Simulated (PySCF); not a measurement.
# SiH3F: electronic excitations at several levels of theory

How much do the electronic excitations of SiH3F (`F[SiH3]`) depend on the level of theory, and what does each level cost?

Computed with PySCF 2.14.0, with density-fitted response routines of our own, on a single molecule in the gas phase. Atoms count from 0, in the outputs and in this text.

## 1. The molecule as given

5 atoms, charge 0, multiplicity 1; geometry from: PBE0-D3(BJ)/def2-SVP.

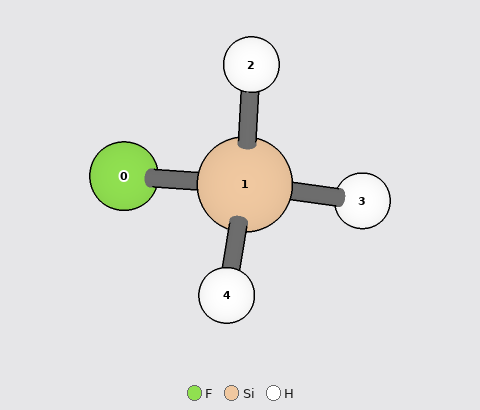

The starting geometry (fluorine green, silicon light orange, hydrogen white), atoms numbered.

## 2. TDDFT and polarisability: CAM-B3LYP/def2-SVPD

Job settings and geometry (Å):

```
{"job": {"kind": "uv", "xc": "CAM-B3LYP", "basis": "def2-SVPD", "ip": true}, "charge": 0, "multiplicity": 1}
F      1.543627     0.093501    -0.358244
Si    -0.047814     0.087319    -0.032446
H     -0.571197     1.471635    -0.197042
H     -0.243664    -0.376652     1.369066
H     -0.723058    -0.839260    -0.982788
```

Level: TDDFT CAM-B3LYP/def2-SVPD, vertical, gas phase, core orbitals frozen in the response.

Started as:

```console
$ OMP_NUM_THREADS=1 python probes_run.py task.json out
```

The driver reads the jobs from task.json and runs them one after another.

The log of the run:

```text
coarse grid: 4576 points
cycle   1  E = -390.9094417201  dE = -1.551e-01  |g| = 4.864e-01  |ddm| = 2.055e+00
cycle   2  E = -390.8815186864  dE =  2.792e-02  |g| = 6.765e-01  |ddm| = 8.496e-01
cycle   3  E = -390.9533245978  dE = -7.181e-02  |g| = 2.646e-02  |ddm| = 4.178e-01
cycle   4  E = -390.9534929518  dE = -1.684e-04  |g| = 5.959e-03  |ddm| = 6.393e-02
cycle   5  E = -390.9535030445  dE = -1.009e-05  |g| = 4.513e-04  |ddm| = 1.618e-02
cycle   6  E = -390.9535031082  dE = -6.369e-08  |g| = 7.598e-05  |ddm| = 1.549e-03
final grid: 39648 points
cycle   7  E = -391.0006549336  dE = -1.677e-06  |g| = 1.053e-03  |ddm| = 7.063e-03
cycle   8  E = -391.0006548296  dE =  1.041e-07  |g| = 1.348e-03  |ddm| = 1.381e-03
cycle   9  E = -391.0006551070  dE = -2.774e-07  |g| = 2.918e-05  |ddm| = 7.951e-04
cycle  10  E = -391.0006551072  dE = -2.329e-10  |g| = 5.075e-06  |ddm| = 6.440e-05
converged SCF energy = -391.0006551072

Static polarisability (au): isotropic 28.590, principal 27.204 29.280 29.285

Singlet excitations
state   eV       nm        f      main configurations
  1   8.0890    153.3   0.00522   H->L 0.95
  2   8.0919    153.2   0.00522   H-1->L 0.95
  3   9.4287    131.5   0.13737   H->L+1 0.94
  4   9.4317    131.5   0.13755   H-1->L+1 0.94
  5   9.4590    131.1   0.00001   H-1->L+2 0.49, H->L+3 0.49
  6  10.1796    121.8   0.01304   H->L+2 0.52, H-1->L+3 0.46
  7  10.2761    120.7   0.23091   H-1->L+3 0.39, H->L+2 0.34
  8  10.2772    120.6   0.23168   H-1->L+2 0.36, H->L+3 0.36, H-1->L+3 0.08
  9  11.2087    110.6   0.22660   H-2->L 0.83
 10  11.2093    110.6   0.22664   H-3->L 0.83

Triplet excitations (Tamm-Dancoff, eV): 7.5371 7.5399 8.6926 8.6931
Vertical ionisation energy (delta-SCF) = 12.6684 eV
```

Wall time 11 s (1 thread of Arm Neoverse N1, shared host); peak memory 0.33 GiB.

The orbitals next to the gap, with their largest atomic shares:

| orbital | eV | atoms |
| --- | --- | --- |
| HOMO−3 | -14.26 | F0 82 %, Si1 12 % |
| HOMO−2 | -14.26 | F0 82 %, Si1 12 % |
| HOMO−1 | -11.27 | Si1 36 %, H2 27 %, H4 19 % |
| HOMO | -11.27 | Si1 36 %, H3 30 %, F0 15 % |
| LUMO | 0.77 | Si1 51 %, F0 13 %, H2 12 % |
| LUMO+1 | 1.33 | Si1 62 %, H2 11 %, H4 11 % |
| LUMO+2 | 2.23 | Si1 57 %, H2 17 %, H4 14 % |

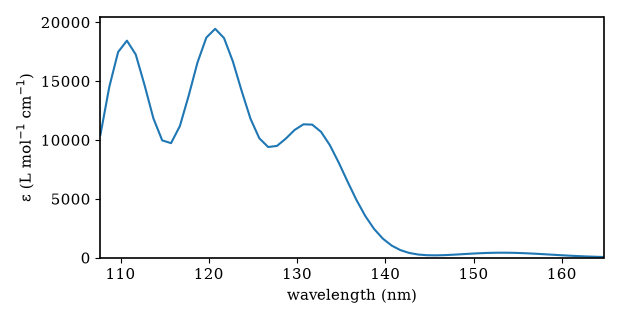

Absorption spectrum: each of the 10 states is a Gaussian band of 0.4 eV half-width at 1/e. Beyond the last state computed it falls off for lack of states.

Further results of this job:

| property | computed |
| --- | --- |
| dipole moment (D) | 1.52 |
| polarisability (Å³) | 4.24 |
| HOMO–LUMO gap (eV) | 12.04 |
| −ε(HOMO) (eV) | 11.27 |

## 3. Excited states and response: wB97X-D/def2-SVPD

Job settings and geometry (Å):

```
{"job": {"kind": "uv", "xc": "wB97X-D", "basis": "def2-SVPD", "ip": true}, "charge": 0, "multiplicity": 1}
F      1.543627     0.093501    -0.358244
Si    -0.047814     0.087319    -0.032446
H     -0.571197     1.471635    -0.197042
H     -0.243664    -0.376652     1.369066
H     -0.723058    -0.839260    -0.982788
```

Method: TDDFT wB97X-D/def2-SVPD, vertical, gas phase, core orbitals frozen in the response.

The log of the run:

```text
coarse grid: 4576 points
cycle   1  E = -390.8926217168  dE = -1.763e-01  |g| = 4.866e-01  |ddm| = 2.024e+00
cycle   2  E = -390.8810700480  dE =  1.155e-02  |g| = 6.036e-01  |ddm| = 8.479e-01
cycle   3  E = -390.9376857478  dE = -5.662e-02  |g| = 2.623e-02  |ddm| = 3.545e-01
cycle   4  E = -390.9378651807  dE = -1.794e-04  |g| = 6.047e-03  |ddm| = 8.826e-02
cycle   5  E = -390.9378789175  dE = -1.374e-05  |g| = 8.001e-04  |ddm| = 3.322e-02
cycle   6  E = -390.9378791665  dE = -2.491e-07  |g| = 1.183e-04  |ddm| = 4.353e-03
final grid: 39648 points
cycle   7  E = -390.9873815969  dE = -2.478e-05  |g| = 5.014e-03  |ddm| = 5.583e-02
cycle   8  E = -390.9873811173  dE =  4.797e-07  |g| = 5.867e-03  |ddm| = 1.090e-02
cycle   9  E = -390.9873862799  dE = -5.163e-06  |g| = 2.351e-04  |ddm| = 3.235e-03
cycle  10  E = -390.9873863119  dE = -3.197e-08  |g| = 8.885e-05  |ddm| = 1.152e-03
cycle  11  E = -390.9873863148  dE = -2.890e-09  |g| = 9.677e-06  |ddm| = 2.404e-04
cycle  12  E = -390.9873863148  dE = -8.936e-11  |g| = 2.353e-06  |ddm| = 3.593e-05
converged SCF energy = -390.9873863148

Static polarisability (au): isotropic 28.550, principal 27.263 29.192 29.196

Singlet excitations
state   eV       nm        f      main configurations
  1   8.1720    151.7   0.00521   H->L 0.96
  2   8.1751    151.7   0.00521   H-1->L 0.96
  3   9.5206    130.2   0.00000   H->L+3 0.49, H-1->L+2 0.49
  4   9.5881    129.3   0.15852   H->L+1 0.95
  5   9.5914    129.3   0.15877   H-1->L+1 0.95
  6  10.2050    121.5   0.01159   H->L+2 0.51, H-1->L+3 0.47
  7  10.3612    119.7   0.23786   H-1->L+3 0.37, H->L+2 0.34, H->L+3 0.09
  8  10.3625    119.6   0.23844   H-1->L+2 0.35, H->L+3 0.35, H-1->L+3 0.09
  9  11.2514    110.2   0.21067   H-2->L 0.86
 10  11.2519    110.2   0.21080   H-3->L 0.86

Triplet excitations (Tamm-Dancoff, eV): 7.7271 7.7304 9.0584 9.0589
Vertical ionisation energy (delta-SCF) = 12.6489 eV
```

Wall time 9.2 s (1 thread of Arm Neoverse N1, shared host); peak memory 0.33 GiB.

This run: HOMO -11.77 eV, LUMO 1.65 eV; lowest singlet 8.17 eV.

## 4. Excited states and response: LC-wPBE/def2-SVPD

Job settings and geometry (Å):

```
{"job": {"kind": "uv", "xc": "LC-wPBE", "basis": "def2-SVPD", "ip": true}, "charge": 0, "multiplicity": 1}
F      1.543627     0.093501    -0.358244
Si    -0.047814     0.087319    -0.032446
H     -0.571197     1.471635    -0.197042
H     -0.243664    -0.376652     1.369066
H     -0.723058    -0.839260    -0.982788
```

Method: TDDFT LC-wPBE/def2-SVPD, vertical, gas phase, core orbitals frozen in the response.

The log of the run:

```text
coarse grid: 4576 points
cycle   1  E = -390.7627563648  dE = -1.997e-01  |g| = 4.892e-01  |ddm| = 2.002e+00
cycle   2  E = -390.7634944363  dE = -7.381e-04  |g| = 5.543e-01  |ddm| = 7.682e-01
cycle   3  E = -390.8104634850  dE = -4.697e-02  |g| = 3.075e-02  |ddm| = 3.133e-01
cycle   4  E = -390.8107224409  dE = -2.590e-04  |g| = 6.940e-03  |ddm| = 9.128e-02
cycle   5  E = -390.8107434703  dE = -2.103e-05  |g| = 9.361e-04  |ddm| = 3.717e-02
cycle   6  E = -390.8107438507  dE = -3.805e-07  |g| = 1.401e-04  |ddm| = 5.055e-03
final grid: 39648 points
cycle   7  E = -390.8756497281  dE = -7.350e-06  |g| = 6.315e-03  |ddm| = 1.649e-02
cycle   8  E = -390.8756487996  dE =  9.285e-07  |g| = 7.067e-03  |ddm| = 7.119e-03
cycle   9  E = -390.8756561156  dE = -7.316e-06  |g| = 1.578e-04  |ddm| = 3.665e-03
cycle  10  E = -390.8756561258  dE = -1.022e-08  |g| = 4.710e-05  |ddm| = 4.113e-04
cycle  11  E = -390.8756561273  dE = -1.506e-09  |g| = 7.337e-06  |ddm| = 1.453e-04
cycle  12  E = -390.8756561274  dE = -4.286e-11  |g| = 1.438e-06  |ddm| = 2.078e-05
converged SCF energy = -390.8756561274

Static polarisability (au): isotropic 28.235, principal 27.078 28.811 28.815

Singlet excitations
state   eV       nm        f      main configurations
  1   8.3126    149.2   0.00512   H->L 0.79, H->L+1 0.17
  2   8.3158    149.1   0.00513   H-1->L 0.79, H-1->L+1 0.17
  3   9.6276    128.8   0.00000   H->L+3 0.48, H-1->L+2 0.48
  4   9.9261    124.9   0.19195   H->L+1 0.76, H->L 0.17
  5   9.9293    124.9   0.19242   H-1->L+1 0.76, H-1->L 0.17
  6  10.6049    116.9   0.18736   H->L+2 0.79
  7  10.6072    116.9   0.22590   H->L+3 0.42, H-1->L+2 0.42
  8  10.6123    116.8   0.05992   H-1->L+3 0.84, H->L+2 0.11
  9  11.5310    107.5   0.29990   H-2->L 0.69
 10  11.5316    107.5   0.29966   H-3->L 0.69

Triplet excitations (Tamm-Dancoff, eV): 7.6268 7.6298 8.8153 8.8157
Vertical ionisation energy (delta-SCF) = 12.7937 eV
```

It took 13 s on 1 thread of Arm Neoverse N1, shared host; peak memory 0.33 GiB.

In short: HOMO -12.64 eV, LUMO 1.96 eV; lowest singlet 8.31 eV.

## 5. Ultraviolet spectrum: PBE0/6-31G*

Job settings and geometry (Å):

```
{"job": {"kind": "uv", "xc": "PBE0", "basis": "6-31G*"}, "charge": 0, "multiplicity": 1}
F      1.543627     0.093501    -0.358244
Si    -0.047814     0.087319    -0.032446
H     -0.571197     1.471635    -0.197042
H     -0.243664    -0.376652     1.369066
H     -0.723058    -0.839260    -0.982788
```

Method: TDDFT PBE0/6-31G*, vertical, gas phase, core orbitals frozen in the response.

The log of the run:

```text
coarse grid: 4576 points
cycle   1  E = -390.8925931710  dE = -9.810e-02  |g| = 5.342e-01  |ddm| = 1.721e+00
cycle   2  E = -390.8214845209  dE =  7.111e-02  |g| = 8.551e-01  |ddm| = 9.589e-01
cycle   3  E = -390.9413999880  dE = -1.199e-01  |g| = 1.531e-02  |ddm| = 6.028e-01
cycle   4  E = -390.9414571270  dE = -5.714e-05  |g| = 5.374e-03  |ddm| = 2.547e-02
cycle   5  E = -390.9414654002  dE = -8.273e-06  |g| = 3.904e-04  |ddm| = 7.076e-03
final grid: 39648 points
cycle   6  E = -390.9310463286  dE = -3.020e-06  |g| = 1.230e-03  |ddm| = 4.200e-03
cycle   7  E = -390.9310461038  dE =  2.248e-07  |g| = 1.736e-03  |ddm| = 1.854e-03
cycle   8  E = -390.9310465777  dE = -4.739e-07  |g| = 3.620e-05  |ddm| = 1.088e-03
cycle   9  E = -390.9310465781  dE = -3.135e-10  |g| = 1.542e-05  |ddm| = 6.339e-05
converged SCF energy = -390.9310465781

Static polarisability (au): isotropic 20.575, principal 18.433 21.641 21.652

Singlet excitations
state   eV       nm        f      main configurations
  1   8.2297    150.7   0.00092   H->L 0.99
  2   8.2324    150.6   0.00092   H-1->L 0.99
  3  10.2498    121.0   0.00000   H-1->L+1 0.50, H->L+2 0.50
  4  10.6227    116.7   0.00016   H-2->L 0.67, H->L+1 0.12, H-1->L+2 0.12
  5  10.6243    116.7   0.00016   H-3->L 0.67, H->L+2 0.12, H-1->L+1 0.12
  6  10.9306    113.4   0.00023   H->L+1 0.36, H-1->L+2 0.31, H-4->L 0.31
  7  10.9939    112.8   0.08041   H-2->L 0.31, H-1->L+2 0.25, H->L+1 0.21
  8  10.9960    112.8   0.08128   H-3->L 0.31, H->L+2 0.23, H-1->L+1 0.23
  9  11.7634    105.4   0.43853   H-4->L 0.61, H-1->L+2 0.14, H->L+1 0.14
 10  12.0443    102.9   0.38517   H->L+3 0.73

Triplet excitations (Tamm-Dancoff, eV): 7.7635 7.7663 9.5056 9.5152
```

Run time: 2.2 s. Hardware: 1 thread of Arm Neoverse N1, shared host; peak memory 0.33 GiB.

Key values: HOMO -9.63 eV, LUMO 0.30 eV; lowest singlet 8.23 eV.

## 6. TDDFT and polarisability: PBE0/def2-SVP

Job settings and geometry (Å):

```
{"job": {"kind": "uv", "xc": "PBE0", "basis": "def2-SVP"}, "charge": 0, "multiplicity": 1}
F      1.543627     0.093501    -0.358244
Si    -0.047814     0.087319    -0.032446
H     -0.571197     1.471635    -0.197042
H     -0.243664    -0.376652     1.369066
H     -0.723058    -0.839260    -0.982788
```

With the program's defaults for keys left out, this is: TDDFT PBE0/def2-SVP, vertical, gas phase, core orbitals frozen in the response.

The log of the run:

```text
coarse grid: 4576 points
cycle   1  E = -390.6873893610  dE = -1.079e-01  |g| = 5.227e-01  |ddm| = 1.867e+00
cycle   2  E = -390.6195274383  dE =  6.786e-02  |g| = 8.340e-01  |ddm| = 1.019e+00
cycle   3  E = -390.7348000880  dE = -1.153e-01  |g| = 2.005e-02  |ddm| = 6.340e-01
cycle   4  E = -390.7348889845  dE = -8.890e-05  |g| = 6.159e-03  |ddm| = 3.133e-02
cycle   5  E = -390.7348987306  dE = -9.746e-06  |g| = 4.931e-04  |ddm| = 8.731e-03
final grid: 39648 points
cycle   6  E = -390.7822013487  dE = -2.413e-06  |g| = 8.244e-04  |ddm| = 4.272e-03
cycle   7  E = -390.7822012561  dE =  9.264e-08  |g| = 1.137e-03  |ddm| = 1.446e-03
cycle   8  E = -390.7822014671  dE = -2.110e-07  |g| = 4.705e-05  |ddm| = 7.826e-04
cycle   9  E = -390.7822014676  dE = -5.030e-10  |g| = 1.343e-05  |ddm| = 7.118e-05
converged SCF energy = -390.7822014676

Static polarisability (au): isotropic 23.093, principal 20.123 24.573 24.583

Singlet excitations
state   eV       nm        f      main configurations
  1   8.3431    148.6   0.00733   H->L 0.99
  2   8.3459    148.6   0.00733   H-1->L 0.99
  3  10.0224    123.7   0.00000   H-1->L+1 0.50, H->L+2 0.50
  4  10.5151    117.9   0.01503   H->L+1 0.28, H-1->L+2 0.26, H->L+3 0.22
  5  10.5180    117.9   0.01542   H->L+2 0.27, H-1->L+1 0.27, H-1->L+3 0.22
  6  10.8042    114.8   0.05092   H-1->L+2 0.45, H->L+1 0.43, H-4->L 0.10
  7  11.0344    112.4   0.00344   H-2->L 0.80, H->L+3 0.16
  8  11.0361    112.3   0.00359   H-3->L 0.80, H-1->L+3 0.16
  9  11.3514    109.2   0.74025   H->L+3 0.55, H-1->L+2 0.09, H->L+1 0.09
 10  11.3517    109.2   0.73991   H-1->L+3 0.55, H-1->L+1 0.09, H->L+2 0.09

Triplet excitations (Tamm-Dancoff, eV): 7.7491 7.7518 9.0783 9.0800
```

It took 2.5 s on 1 thread of Arm Neoverse N1, shared host; peak memory 0.33 GiB.

This run: HOMO -9.70 eV, LUMO 0.37 eV; lowest singlet 8.34 eV.

## 7. Excited states and response: PBE0/def2-TZVP

Job settings and geometry (Å):

```
{"job": {"kind": "uv", "xc": "PBE0", "basis": "def2-TZVP"}, "charge": 0, "multiplicity": 1}
F      1.543627     0.093501    -0.358244
Si    -0.047814     0.087319    -0.032446
H     -0.571197     1.471635    -0.197042
H     -0.243664    -0.376652     1.369066
H     -0.723058    -0.839260    -0.982788
```

Level: TDDFT PBE0/def2-TZVP, vertical, gas phase, core orbitals frozen in the response.

The log of the run:

```text
coarse grid: 4576 points
cycle   1  E = -390.9719884126  dE = -1.137e-01  |g| = 5.248e-01  |ddm| = 1.541e+00
cycle   2  E = -390.8984543390  dE =  7.353e-02  |g| = 8.849e-01  |ddm| = 6.027e-01
cycle   3  E = -391.0152763960  dE = -1.168e-01  |g| = 2.515e-02  |ddm| = 3.827e-01
cycle   4  E = -391.0153577973  dE = -8.140e-05  |g| = 9.070e-03  |ddm| = 2.308e-02
cycle   5  E = -391.0153694187  dE = -1.162e-05  |g| = 6.075e-04  |ddm| = 6.859e-03
cycle   6  E = -391.0153695296  dE = -1.109e-07  |g| = 1.583e-04  |ddm| = 8.366e-04
final grid: 39648 points
cycle   7  E = -391.0178683219  dE = -1.010e-05  |g| = 2.230e-03  |ddm| = 5.735e-03
cycle   8  E = -391.0178676222  dE =  6.997e-07  |g| = 3.125e-03  |ddm| = 2.132e-03
cycle   9  E = -391.0178689779  dE = -1.356e-06  |g| = 2.350e-04  |ddm| = 1.284e-03
cycle  10  E = -391.0178689853  dE = -7.370e-09  |g| = 3.018e-05  |ddm| = 1.521e-04
cycle  11  E = -391.0178689854  dE = -1.426e-10  |g| = 4.382e-06  |ddm| = 2.440e-05
converged SCF energy = -391.0178689854

Static polarisability (au): isotropic 26.281, principal 24.365 27.236 27.243

Singlet excitations
state   eV       nm        f      main configurations
  1   7.9361    156.2   0.00330   H->L 0.99
  2   7.9390    156.2   0.00330   H-1->L 0.99
  3   9.5632    129.6   0.00000   H-1->L+1 0.50, H->L+2 0.50
  4  10.0907    122.9   0.00347   H->L+3 0.47, H->L+1 0.25, H-1->L+2 0.17
  5  10.0943    122.8   0.00324   H-1->L+3 0.48, H->L+2 0.20, H-1->L+1 0.20
  6  10.1398    122.3   0.02419   H-1->L+2 0.52, H->L+1 0.44
  7  10.5506    117.5   0.33632   H->L+3 0.45, H-2->L 0.28, H-1->L+2 0.10
  8  10.5512    117.5   0.33735   H-1->L+3 0.44, H-3->L 0.28, H-1->L+1 0.10
  9  10.8589    114.2   0.39377   H-2->L 0.65, H-1->L+2 0.10, H->L+1 0.10
 10  10.8593    114.2   0.39327   H-3->L 0.65, H-1->L+1 0.10, H->L+2 0.10

Triplet excitations (Tamm-Dancoff, eV): 7.3557 7.3586 8.7586 8.7601
```

Run time: 4.6 s. Hardware: 1 thread of Arm Neoverse N1, shared host; peak memory 0.34 GiB.

Key values: HOMO -9.79 eV, LUMO -0.18 eV; lowest singlet 7.94 eV.

## 8. Excited states and response: PBE0/aug-cc-pVDZ

Job settings and geometry (Å):

```
{"job": {"kind": "uv", "xc": "PBE0", "basis": "aug-cc-pVDZ"}, "charge": 0, "multiplicity": 1}
F      1.543627     0.093501    -0.358244
Si    -0.047814     0.087319    -0.032446
H     -0.571197     1.471635    -0.197042
H     -0.243664    -0.376652     1.369066
H     -0.723058    -0.839260    -0.982788
```

With the program's defaults for keys left out, this is: TDDFT PBE0/aug-cc-pVDZ, vertical, gas phase, core orbitals frozen in the response.

The log of the run:

```text
coarse grid: 4576 points
cycle   1  E = -390.9222968947  dE = -8.771e-02  |g| = 4.697e-01  |ddm| = 4.026e+00
cycle   2  E = -390.8587984852  dE =  6.350e-02  |g| = 7.880e-01  |ddm| = 1.549e+00
cycle   3  E = -390.9609426243  dE = -1.021e-01  |g| = 2.212e-02  |ddm| = 8.762e-01
cycle   4  E = -390.9610538193  dE = -1.112e-04  |g| = 6.845e-03  |ddm| = 8.618e-02
cycle   5  E = -390.9610661861  dE = -1.237e-05  |g| = 3.200e-04  |ddm| = 2.386e-02
cycle   6  E = -390.9610662264  dE = -4.024e-08  |g| = 6.923e-05  |ddm| = 1.653e-03
final grid: 39648 points
cycle   7  E = -390.9653209957  dE = -2.846e-06  |g| = 3.058e-04  |ddm| = 2.305e-02
cycle   8  E = -390.9653210166  dE = -2.097e-08  |g| = 1.131e-04  |ddm| = 1.689e-03
cycle   9  E = -390.9653210188  dE = -2.183e-09  |g| = 7.026e-05  |ddm| = 3.732e-04
cycle  10  E = -390.9653210196  dE = -7.655e-10  |g| = 2.335e-05  |ddm| = 1.081e-04
converged SCF energy = -390.9653210196

Static polarisability (au): isotropic 29.043, principal 27.606 29.759 29.763

Singlet excitations
state   eV       nm        f      main configurations
  1   7.8075    158.8   0.00197   H->L 0.98
  2   7.8104    158.7   0.00197   H-1->L 0.98
  3   8.7734    141.3   0.12126   H->L+1 0.98
  4   8.7764    141.3   0.12137   H-1->L+1 0.98
  5   9.2131    134.6   0.00000   H->L+3 0.39, H-1->L+2 0.39, H->L+5 0.09
  6   9.6147    129.0   0.00244   H->L+2 0.48, H-1->L+3 0.42
  7   9.6935    127.9   0.06096   H-1->L+3 0.35, H->L+2 0.32, H->L+3 0.14
  8   9.6942    127.9   0.06094   H->L+3 0.34, H-1->L+2 0.34, H-1->L+3 0.14
  9   9.9102    125.1   0.12512   H->L+4 0.35, H-1->L+5 0.34, H->L+5 0.17
 10   9.9105    125.1   0.12375   H->L+5 0.45, H-1->L+4 0.24, H->L+4 0.14

Triplet excitations (Tamm-Dancoff, eV): 7.2859 7.2887 8.2589 8.2607
```

Run time: 4.3 s. Hardware: 1 thread of Arm Neoverse N1, shared host; peak memory 0.34 GiB.

In short: HOMO -9.79 eV, LUMO -0.46 eV; lowest singlet 7.81 eV.

## 9. Excited states and response: PBE0/aug-cc-pVTZ

Job settings and geometry (Å):

```
{"job": {"kind": "uv", "xc": "PBE0", "basis": "aug-cc-pVTZ"}, "charge": 0, "multiplicity": 1}
F      1.543627     0.093501    -0.358244
Si    -0.047814     0.087319    -0.032446
H     -0.571197     1.471635    -0.197042
H     -0.243664    -0.376652     1.369066
H     -0.723058    -0.839260    -0.982788
```

Method: TDDFT PBE0/aug-cc-pVTZ, vertical, gas phase, core orbitals frozen in the response.

The log of the run:

```text
coarse grid: 4576 points
cycle   1  E = -390.9662714562  dE = -1.074e-01  |g| = 5.255e-01  |ddm| = 4.365e+00
cycle   2  E = -390.8905051569  dE =  7.577e-02  |g| = 8.970e-01  |ddm| = 1.472e+00
cycle   3  E = -391.0095393263  dE = -1.190e-01  |g| = 2.625e-02  |ddm| = 9.087e-01
cycle   4  E = -391.0096401324  dE = -1.008e-04  |g| = 9.257e-03  |ddm| = 6.861e-02
cycle   5  E = -391.0096544252  dE = -1.429e-05  |g| = 7.015e-04  |ddm| = 2.059e-02
cycle   6  E = -391.0096545750  dE = -1.498e-07  |g| = 1.601e-04  |ddm| = 2.006e-03
final grid: 39648 points
cycle   7  E = -391.0143022835  dE = -1.180e-05  |g| = 1.594e-03  |ddm| = 5.563e-02
cycle   8  E = -391.0143020318  dE =  2.517e-07  |g| = 2.073e-03  |ddm| = 3.872e-03
cycle   9  E = -391.0143026183  dE = -5.864e-07  |g| = 2.481e-04  |ddm| = 2.289e-03
cycle  10  E = -391.0143026270  dE = -8.677e-09  |g| = 3.760e-05  |ddm| = 3.868e-04
cycle  11  E = -391.0143026272  dE = -2.595e-10  |g| = 5.348e-06  |ddm| = 7.676e-05
converged SCF energy = -391.0143026272

Static polarisability (au): isotropic 29.166, principal 27.631 29.932 29.936

Singlet excitations
state   eV       nm        f      main configurations
  1   7.7781    159.4   0.00264   H->L 0.98
  2   7.7811    159.3   0.00264   H-1->L 0.98
  3   8.7677    141.4   0.11432   H->L+1 0.97
  4   8.7707    141.4   0.11442   H-1->L+1 0.97
  5   9.1328    135.8   0.00000   H-1->L+2 0.35, H->L+3 0.34, H->L+5 0.13
  6   9.5518    129.8   0.00322   H->L+2 0.39, H-1->L+3 0.36, H->L+4 0.11
  7   9.6687    128.2   0.06800   H-1->L+3 0.38, H->L+2 0.35, H->L+3 0.10
  8   9.6696    128.2   0.06777   H->L+3 0.37, H-1->L+2 0.36, H-1->L+3 0.10
  9   9.7854    126.7   0.10928   H->L+4 0.41, H-1->L+5 0.39
 10   9.7858    126.7   0.10996   H->L+5 0.42, H-1->L+4 0.38

Triplet excitations (Tamm-Dancoff, eV): 7.2329 7.2358 8.2693 8.2709
```

It took 10 s on 1 thread of Arm Neoverse N1, shared host; peak memory 0.52 GiB.

This run: HOMO -9.81 eV, LUMO -0.49 eV; lowest singlet 7.78 eV.

(Part 1 of 2 ends here.)
